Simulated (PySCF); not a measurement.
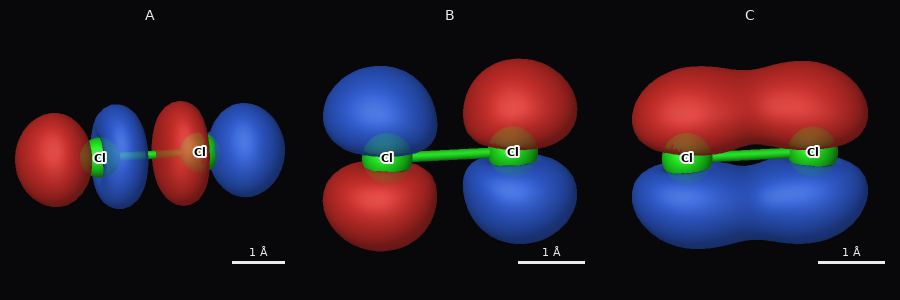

Figure 1: Cl$_{2}$. Three frontier orbitals, each drawn at the value that holds 80 % of its norm (blue and red are the two phases), in no order; of a degenerate pair one member is drawn.

Theory: PBE0/def2-TZVPPD, non-relativistic Hamiltonian with scalar-relativistic core potentials where named, at a bond length of 1.985 Å (PySCF 2.14.0).

Q: Name the orbitals and rank them from lowest to highest energy.

A: Orbital C: πu, occupied, −11.65 eV; with no node between the nuclei, bonding.
Orbital B: πg, occupied, −8.73 eV; antibonding, with a node between the atoms.
Orbital A: σu, empty, −3.14 eV; antibonding, with a node between the atoms.
